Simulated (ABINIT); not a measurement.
**Quasiparticle gap of BaH2 (P6_3/mmc) in ABINIT**

Aim: the G0W0 gap of BaH2 (P6_3/mmc) on PBEsol, step by step.

Calculated with ABINIT 10.8.3; PBEsol and many-body steps on it, plane waves.

## 1. The structure

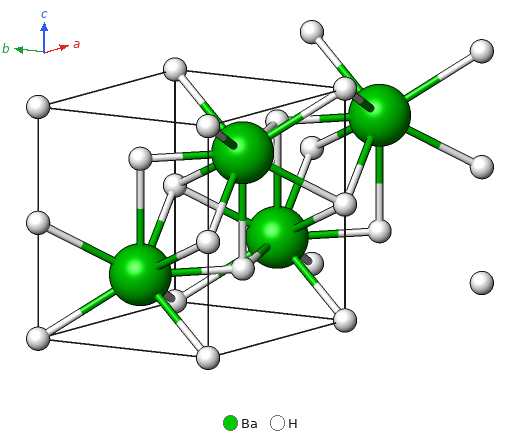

Start, viewed from a free direction; barium green, hydrogen white. 2×1×1 cells are drawn. Bonds to atoms that aren't drawn are left out. Some periodic images of atoms are drawn too.

The cell and positions are those that the Materials Project relaxed with its own functionals (PBE, PBE+U or r2SCAN), kept fixed. Spin-orbit coupling is left out unless a step names it.

## 2. Ground state

This step: ABINIT 10.8.3; DFT, PBEsol, plane waves, norm-conserving pseudopotentials.

The ground-state density comes first.

Input file run.abi:

```
acell 3*1.0 Angstrom
rprim 
  4.462025052349 0.000000000014 0.000000000000
  -2.231012526186 3.864227047650 0.000000000000
  0.000000000000 0.000000000000 6.055292590000
ntypat 2
znucl 56 1
natom 6
typat 1 1 2 2 2 2
xred 
  0.666666666667 0.333333333333 0.750000000000
  0.333333333333 0.666666666667 0.250000000000
  0.333333333333 0.666666666667 0.750000000000
  0.666666666667 0.333333333333 0.250000000000
  0.000000000000 0.000000000000 0.500000000000
  0.000000000000 0.000000000000 0.000000000000
pp_dirpath "pseudos"
pseudos "Ba.upf, H.upf"
ecut 32
ngkpt 6 6 4
nshiftk 1
shiftk 0 0 0
kptopt 1
chksymbreak 0
nband 19
occopt 1
tolvrs 1e-10
nstep 60
prtwf 0
optforces 0
optstress 0
indata_prefix "in"
outdata_prefix "out"
tmpdata_prefix "tmp"
```

The run is started by

```console
$ OMP_NUM_THREADS=1 mpirun -n 4 abinit run.abi > log
```

Numbers of over 12 decimals in the logs are rounded to 6 here.

The log of the run:

```text
.Version 10.8.3 of ABINIT. v10.8.2 released Aug 2026.

 Symmetries : space group P6_3/m m c (#194); Bravais hP (primitive hexag.)
================================================================================
 Values of the parameters that define the memory need of the present run
     intxc =       0    ionmov =       0      iscf =       7    lmnmax =       6
     lnmax =       6     mgfft =      60  mpssoang =       3    mqgrid =    3001
     natom =       6  nloc_mem =       1    nspden =       1   nspinor =       1
    nsppol =       1      nsym =      24    n1xccc =    2501    ntypat =       2
    occopt =       1   xclevel =       2
-    mband =          19        mffmem =           1         mkmem =           6
       mpw =        6123          nfft =      121500          nkpt =          21
================================================================================
  Rough estimation (10% accuracy) of disk space for files :
================================================================================

--------------------------------------------------------------------------------
------------- Echo of variables that govern the present computation ------------
--------------------------------------------------------------------------------
 -outvars: echo values of preprocessed input variables --------
            acell      1.8897261259E+00  1.8897261259E+00  1.8897261259E+00 Bohr

      chksymbreak           0
             ecut      3.20000000E+01 Hartree
-          fftalg         312

              ixc     -116133
              kpt      0.00000000E+00  0.00000000E+00  0.00000000E+00
                       1.66666667E-01  0.00000000E+00  0.00000000E+00
                       3.33333333E-01  0.00000000E+00  0.00000000E+00
                       5.00000000E-01  0.00000000E+00  0.00000000E+00
                       1.66666667E-01  1.66666667E-01  0.00000000E+00
                       3.33333333E-01  1.66666667E-01  0.00000000E+00
                       3.33333333E-01  3.33333333E-01  0.00000000E+00
                       0.00000000E+00  0.00000000E+00  2.50000000E-01
                       1.66666667E-01  0.00000000E+00  2.50000000E-01
   [... 10 further rows ...]
                       3.33333333E-01  1.66666667E-01  5.00000000E-01
                       3.33333333E-01  3.33333333E-01  5.00000000E-01
         kptrlatt        6    0    0      0    6    0      0    0    4
          kptrlen      4.57713784E+01
P           mkmem           6
            natom           6
            nband          19
            ngfft          45      45      60
             nkpt          21
            nstep          60
             nsym          24
           ntypat           2
              occ      2.000000  2.000000  2.000000  2.000000  2.000000  2.000000
                       2.000000  2.000000  2.000000  2.000000  2.000000  2.000000
                       0.000000  0.000000  0.000000  0.000000  0.000000  0.000000
                       0.000000
        optforces           0
        optstress           0
            prtwf           0
            rprim      4.4620250523E+00  1.4000000000E-11  0.0000000000E+00
[...]
spgroup         194

           tolvrs      1.00000000E-10

             xred      6.6666666667E-01  3.3333333333E-01  7.5000000000E-01
[...]
znucl       56.00000    1.00000

================================================================================

 chkinp: Checking input parameters for consistency.

================================================================================
== DATASET  1 ==================================================================
-   mpi_nproc: 4, omp_nthreads: 1 (-1 if OMP is not activated)

--- !DatasetInfo
iteration_state: {dtset: 1, }
dimensions: {natom: 6, nkpt: 21, mband: 19, nsppol: 1, nspinor: 1, nspden: 1, mpw: 6123, }
cutoff_energies: {ecut:  32.0, pawecutdg:  -1.0, }
electrons: {nelect:   2.40000000E+01, charge:   0.00000000E+00, occopt:   1.00000000E+00, tsmear:   1.00000000E-02, }

 Real(R)+Recip(G) space primitive vectors, cartesian coordinates (Bohr,Bohr^-1):
 R(1)=  8.4320053  0.0000000  0.0000000  G(1)=  0.1185958  0.0684713  0.0000000
 R(2)= -4.2160027  7.3023308  0.0000000  G(2)=  0.0000000  0.1369426  0.0000000
 R(3)=  0.0000000  0.0000000 11.4428446  G(3)=  0.0000000  0.0000000  0.0873909
 Unit cell volume ucvol=  7.0457361E+02 bohr^3
 Angles (23,13,12)=  9.00000000E+01  9.00000000E+01  1.20000000E+02 degrees

 getcut: wavevector=  0.0000  0.0000  0.0000  ngfft=  45  45  60
         ecut(hartree)=     32.000   => boxcut(ratio)=   2.04919

--- Pseudopotential description ------------------------------------------------
- Ba Generated using ONCVPSP code by D. R. Hamann
- 56.00000  10.00000  180301                  znucl, zion, pspdat
12 -116133 2 -1 1936                          pspcod,pspxc,lmax,lloc,mmax
     nproj     2     2     2
  pspatm : epsatm=   26.37418133
         --- l  ekb(1:nproj) -->
[...]
pspatm: atomic psp has been read  and splines computed

- H Generated using ONCVPSP code by D. R. Hamann
-  1.00000   1.00000  180301                  znucl, zion, pspdat
12 -116133 1 -1 1180                          pspcod,pspxc,lmax,lloc,mmax
     nproj     2     1     0
  pspatm : epsatm=    0.35585368
         --- l  ekb(1:nproj) -->
[...]
1   -0.494138
 pspatm: atomic psp has been read  and splines computed

   1.30012266E+03                                ecore*ucvol(ha*bohr**3)
--------------------------------------------------------------------------------

_setup2: Arith. and geom. avg. npw (full set) are    6093.771    6093.766

================================================================================

--- !BeginCycle
iteration_state: {dtset: 1, }
solver: {iscf: 7, nstep: 60, nline: 4, wfoptalg: 0, }
tolerances: {tolvrs: 1.00E-10, }

     iter   Etot(hartree)      deltaE(h)  residm     vres2
 ETOT  1  -58.544136812078    -5.854E+01 3.436E-02 2.163E+02
 ETOT  2  -58.596778237353    -5.264E-02 2.126E-03 1.561E+00
 ETOT  3  -58.597175463096    -3.972E-04 3.370E-04 2.030E-01
 ETOT  4  -58.597191250721    -1.579E-05 3.285E-04 4.510E-03
 ETOT  5  -58.597191522449    -2.717E-07 7.758E-05 2.965E-04
 ETOT  6  -58.597191544652    -2.220E-08 4.386E-05 5.513E-06
 ETOT  7  -58.597191545033    -3.816E-10 5.614E-05 6.062E-08
 ETOT  8  -58.597191545037    -3.830E-12 2.740E-05 4.778E-10
 ETOT  9  -58.597191545037    -2.345E-13 3.394E-05 9.264E-12

 At SCF step    9       vres2   =  9.26E-12 < tolvrs=  1.00E-10 =>converged.

--- !ResultsGS
iteration_state: {dtset: 1, }
comment   : Summary of ground state results
lattice_vectors:
- [  8.4320053,   0.0000000,   0.0000000, ]
- [ -4.2160027,   7.3023308,   0.0000000, ]
- [  0.0000000,   0.0000000,  11.4428446, ]
lattice_lengths: [   8.43201,    8.43201,   11.44284, ]
lattice_angles: [ 90.000,  90.000, 120.000, ] # degrees, (23, 13, 12)
lattice_volume:   7.0457361E+02
convergence: {deltae: -2.345E-13, res2:  9.264E-12, residm:  3.394E-05, diffor:  0.000E+00, }
etotal    :  -5.85971915E+01
entropy   :   0.00000000E+00
fermie    :   1.51815635E-01
cartesian_stress_tensor: null
pressure_GPa: null
xred      :
- [  6.6667E-01,   3.3333E-01,   7.5000E-01, Ba]
- [  3.3333E-01,   6.6667E-01,   2.5000E-01, Ba]
- [  3.3333E-01,   6.6667E-01,   7.5000E-01,  H]
- [  6.6667E-01,   3.3333E-01,   2.5000E-01,  H]
- [  3.7007E-17,   9.2519E-17,   5.0000E-01,  H]
- [  3.7007E-17,   9.2519E-17,   2.7756E-17,  H]
cartesian_forces: null
force_length_stats: {min: null, max: null, mean: null, }

 Integrated electronic density in atomic spheres:
 ------------------------------------------------
 Atom  Sphere_radius  Integrated_density
[...]
================================================================================

 ----iterations are completed or convergence reached----

 Mean square residual over all n,k,spin=   15.499E-08; max=  33.937E-06
 reduced coordinates (array xred) for    6 atoms
[...]
0.333333333333      0.666666666667      0.750000000000
       0.666666666667      0.333333333333      0.250000000000
       0.000000000000      0.000000000000      0.500000000000
       0.000000000000      0.000000000000      0.000000000000
 rms dE/dt=  0.0000E+00; max dE/dt=  0.0000E+00; dE/dt below (all hartree)
    1       0.000000000000      0.000000000000      0.000000000000
    2       0.000000000000      0.000000000000      0.000000000000
    3       0.000000000000      0.000000000000      0.000000000000
    4       0.000000000000      0.000000000000      0.000000000000
    5       0.000000000000      0.000000000000      0.000000000000
    6       0.000000000000      0.000000000000      0.000000000000

 cartesian coordinates (angstrom) at end:
    1      2.231013     1.288076     4.541469
    2     -7.67e-12     2.576151     1.513823
    3     -7.67e-12     2.576151     4.541469
    4      2.231013     1.288076     1.513823
    5     -0.000000     0.000000     3.027646
    6     -0.000000     0.000000     0.000000
 length scales=  1.889726125908  1.889726125908  1.889726125908 bohr
              =  1.000000000000  1.000000000000  1.000000000000 angstroms
 prteigrs : about to open file out_EIG
 Fermi (or HOMO) energy (hartree) =   0.15182   Average Vxc (hartree)=  -0.33174
 Eigenvalues (hartree) for nkpt=  21  k points:
 kpt#   1, nband= 19, wtk=  0.00694, kpt=  0.0000  0.0000  0.0000 (reduced coord)
  -0.84430   -0.83787   -0.32333   -0.29297   -0.29297   -0.28383   -0.28383   -0.28230
  -0.00795    0.04287    0.13315    0.15182    0.25198    0.25198    0.28885    0.28885
   0.28991    0.28991    0.31860
 prteigrs : prtvol=0 or 1, do not print more k-points.

--- !EnergyTerms
iteration_state     : {dtset: 1, }
comment             : Components of total free energy in Hartree
kinetic             :  1.50880991068832E+01
hartree             :  6.42460586607177E+00
xc                  : -1.46237885652085E+01
Ewald energy        : -4.52642621004392E+01
psp_core            :  1.84526163042131E+00
local_psp           : -2.86509529721478E+01
non_local_psp       :  6.58384548938188E+00
total_energy        : -5.85971915450373E+01
total_energy_eV     : -1.59451081206174E+03
band_energy         : -6.30054859331378E+00

== END DATASET(S) ==============================================================
================================================================================

 -outvars: echo values of variables after computation  --------
           etotal     -5.8597191545E+01
            nband          19
             nkpt          21
          spgroup         194
 [... the other variables as echoed above ...]

 Calculation completed.
```

Run time: 25 s. Hardware: 4 MPI ranks of Arm Neoverse V1, shared host; peak memory 0.37 GiB; 99 s of CPU time.

Numbers from this step:

| Item | Value |
| --- | --- |
| total energy | -1594.5108 eV |
| gap | 1.473 eV |
| k of the valence top | 0, 0, 0 |
| k of the conduction bottom | 0.3333, 0.3333, 0.5 |
| least direct gap | 2.542 eV |

The gap is indirect, with the least direct gap 1.07 eV higher.

[end of part 1 of 3]

[Paths, hosts, dates, memory and timing lines, banners, echoed tables and standing remarks are left out of the program output.]

[Logs are printed without paths, hosts, clocks, repeated set-up lines and the standing remarks that a program may print on its own settings, such as how far it seeks lower states.]

[Runs of the session that timed out or met a known fault of the program may be left out.]

[Hosts, paths, dates, database ids (printed as entryN), source tags and the programs' standing remarks are cut or masked in the printed files.]

[G0W0 gaps are taken among the corrected bands and points alone; a level outside them can change the order at an edge.]

[Where Ansatz stands beside ABINIT at settings called matched, ABINIT's density can come from a denser mesh and the files from another edition; pairs whose starting gaps differed by over 0.03 eV were left out, so agreement reads better than it is.]
